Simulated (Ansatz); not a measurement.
A series of calculations on BSiH5

Part 1: Relaxation

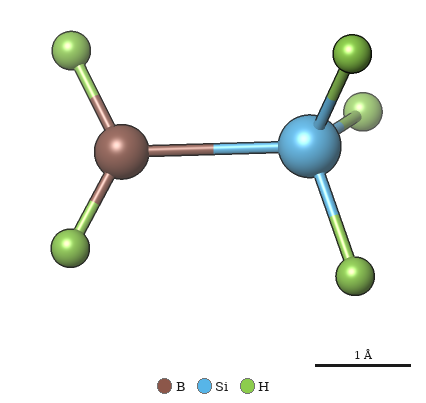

Starting structure of BSiH$_{5}$ (coarse preliminary run). Style: ball-and-stick. Shown from a free direction.

Method: RKS PBE-D4/def2-SVP (Ansatz).

Input file:
```yaml
crystal:
  periodic: [false, false, false]
  atoms:
    - {symbol: B, position_ang: [-0.028200, -1.180700, 0.208800]}
    - {symbol: Si, position_ang: [0.036200, 0.767600, -0.142200]}
    - {symbol: H, position_ang: [-1.166100, -1.653300, 0.276300]}
    - {symbol: H, position_ang: [0.983100, -1.765800, 0.306100]}
    - {symbol: H, position_ang: [-0.622100, 1.075200, -1.433200]}
    - {symbol: H, position_ang: [-0.622000, 1.517800, 0.947900]}
    - {symbol: H, position_ang: [1.480300, 1.171200, -0.209500]}
basis:
  gaussian: {orbitals: def2-SVP}
hamiltonian: {xc: pbe, dispersion: d4}
relax: {f_tol: 0.03, max_steps: 250}
```

Predict the outcome.

Answer. The largest move after the best rigid fit is that of H4, 0.17 Å. By element the largest moves are H 0.17 Å, Si 0.06 Å, B 0.02 Å. Near-neighbour distances that change, for instance: B1–H4 1.172 → 1.217 Å, B1–Si2 1.981 → 2.018 Å, Si2–H5 1.481 → 1.512 Å, B1–H3 1.234 → 1.217 Å. Among the angles between lasting bonds that change: H3–B1–H4 126.9° → 117.7°, B1–Si2–H7 107.7° → 115.6°, Si2–B1–H4 118.5° → 123.2°. The optimiser took 4 steps.

Final geometry:

```xyz
7

B    -0.0443   -1.1973    0.2060
Si    0.0930    0.7845   -0.1472
H    -1.1459   -1.7072    0.2911
H     0.9256   -1.9197    0.3383
H    -0.6257    1.1044   -1.4382
H    -0.6327    1.5345    0.9467
H     1.4911    1.3329   -0.2425
```

The end point in the same view:

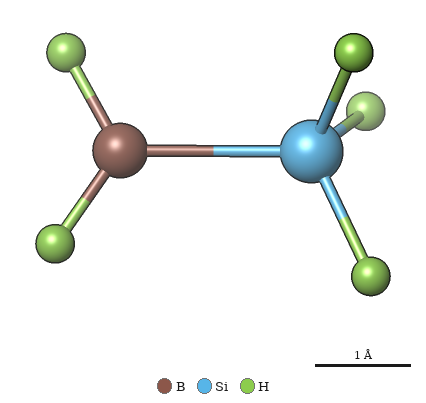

Part 2: Relaxation

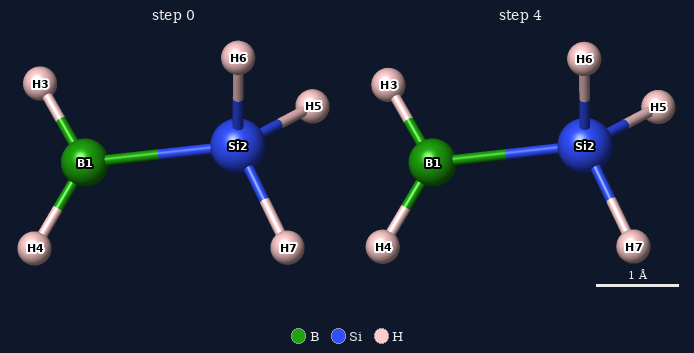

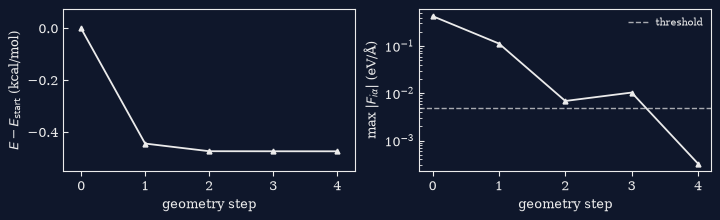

First and last geometry of a relaxation of BSiH5, with the history of the run. A ball-and-stick model, seen at a tilt.

These are results of Ansatz, RKS PBE0-D4/def2-TZVP, not measurements.

Input
```yaml
crystal:
  periodic: [false, false, false]
  atoms:
    - {symbol: B, position_ang: [-0.044754, -1.197268, 0.206034]}
    - {symbol: Si, position_ang: [0.093304, 0.784426, -0.147211]}
    - {symbol: H, position_ang: [-1.146538, -1.706742, 0.291071]}
    - {symbol: H, position_ang: [0.924842, -1.920027, 0.338516]}
    - {symbol: H, position_ang: [-0.625117, 1.104527, -1.438373]}
    - {symbol: H, position_ang: [-0.632200, 1.534743, 0.946558]}
    - {symbol: H, position_ang: [1.491664, 1.332342, -0.242393]}
basis:
  gaussian: {orbitals: def2-TZVP}
hamiltonian: {xc: pbe0, dispersion: d4}
relax: {f_tol: 0.005, max_steps: 200}
```

Did the run converge, and what did it change?

It converged. The largest moves after the best rigid fit, 0.026 Å, are those of H3 and H4. Largest moves by element: H 0.026 Å, B 0.009 Å, Si 0.005 Å. Near-neighbour distances that change, for instance: B1–H4 1.217 → 1.195 Å, B1–H3 1.217 → 1.196 Å, Si2–H5 1.512 → 1.492 Å, Si2–H7 1.505 → 1.487 Å. Over 4 geometry steps the energy falls by 0.47 kcal/mol. The largest force component goes from 0.43 to 0.00033 eV/Å.

Part 3: Energy map

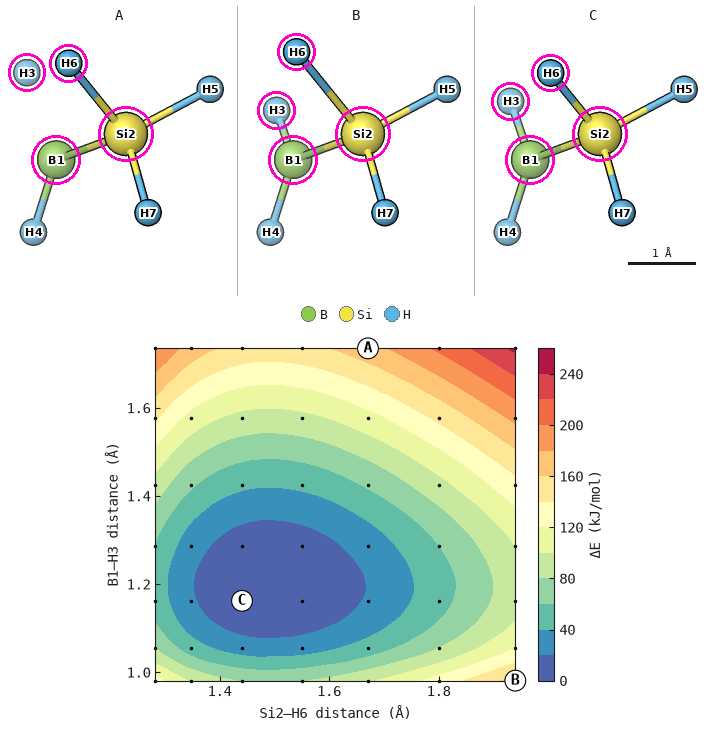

BSiH5: the Si2–H6 distance and the B1–H3 distance are varied on a grid, with the rest of the molecule carried along rigidly. The map is interpolated between the computed points (dots). The lettered frames are marked on it. Style: ball-and-stick. Shown from a free direction. The ringed atoms are those of the scanned coordinates.

Computed with Ansatz: PBE0-D4, basis def2-TZVPP, on geometries moved rigidly from the minimum at PBE0-D4/def2-TZVP. Energies are counted from the PBE0-D4/def2-TZVP minimum geometry at the same level.

What does the map show?

Answer. In pairs of (Si2–H6 distance (Å); B1–H3 distance (Å)): the lowest computed point lies at (1.441, 1.162) (3.7 kJ/mol), the highest at (1.940, 1.735) (243.8 kJ/mol).  Over the ranges scanned the energy rises more along the second axis, the B1–H3 distance. The frames lie at A (1.671, 1.735): 172.3 kJ/mol, B (1.940, 0.981): 167.5 kJ/mol, C (1.441, 1.162): 3.7 kJ/mol.
